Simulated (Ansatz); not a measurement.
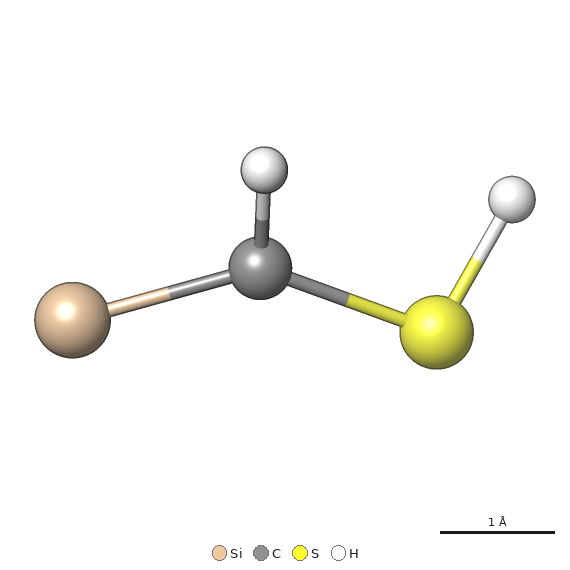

Rendered structure (ball-and-stick style).

The geometry was computed by an optimisation with PBE0-D4/def2-TZVP. No frequency run is at hand to confirm it as a minimum.

Count the atoms of each element.

CH₂SSi, 5 atoms: 1 carbon, 2 hydrogen, 1 sulfur and 1 silicon.

Give the symmetry (Schoenflies symbol).

C1.

The parts below concern this one geometry. Atoms keep their numbers from picture to picture.

## Shape

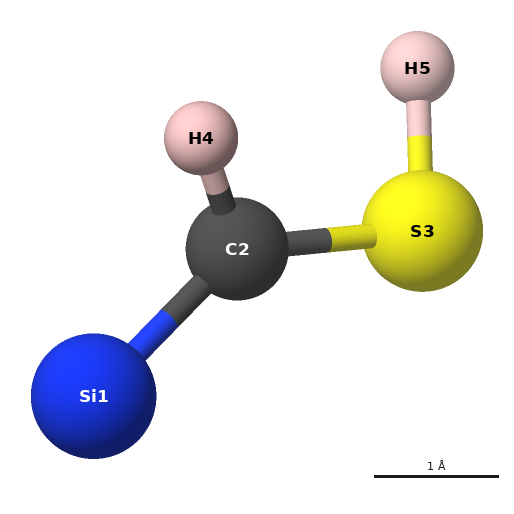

No frequency run is at hand to confirm it as a minimum.

List the bonds and their lengths.

```json
{"bond": "Si1–C2", "length (Å)": "1.715"}
{"bond": "C2–S3", "length (Å)": "1.737"}
{"bond": "C2–H4", "length (Å)": "1.102"}
{"bond": "S3–H5", "length (Å)": "1.344"}
```

## Dipole moment

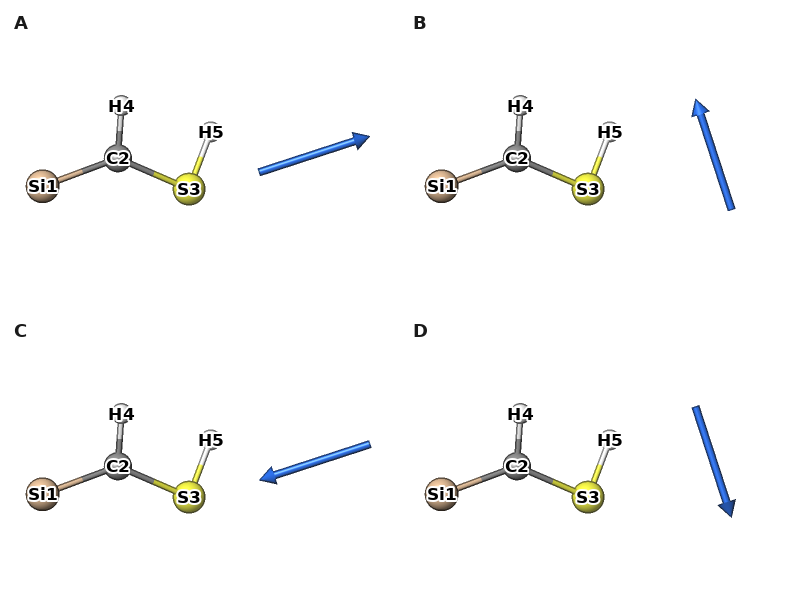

The same molecule four times, each with an arrow. No frequency run is at hand to confirm it as a minimum. Properties computed with RKS PBE0-D4/def2-TZVP (Ansatz 0.2.0).

Which arrow points along the dipole moment, from the negative to the positive end?

B. The dipole moment is 1.01 D; it points from the side of S3 to the side of H4 (the outermost atoms at the two ends).

## Electronic properties

No frequency run is at hand to confirm it as a minimum. Level of theory: RKS PBE0-D4/def2-TZVPP (Ansatz 0.2.0).

Give the HOMO energy (Kohn–Sham orbital) at this level.

−5.81 eV.

Give the HOMO–LUMO gap at this level.

3.11 eV.

## Charges

The questions are on Mulliken charges. No frequency run is at hand to confirm it as a minimum. Properties computed with RKS PBE0-D4/def2-TZVP (Ansatz 0.2.0).

Which atom carries the highest charge (most positive or least negative)?

H4, H5 (0.15 e).

And the lowest?

C2 (−0.28 e).

Give the Mulliken charges atom by atom.

```
atom  value (e)
 Si1       0.13
  C2      −0.28
  S3      −0.15
  H4       0.15
  H5       0.15
```

Mulliken values depend strongly on the basis set and can even reverse the polarity of a bond.
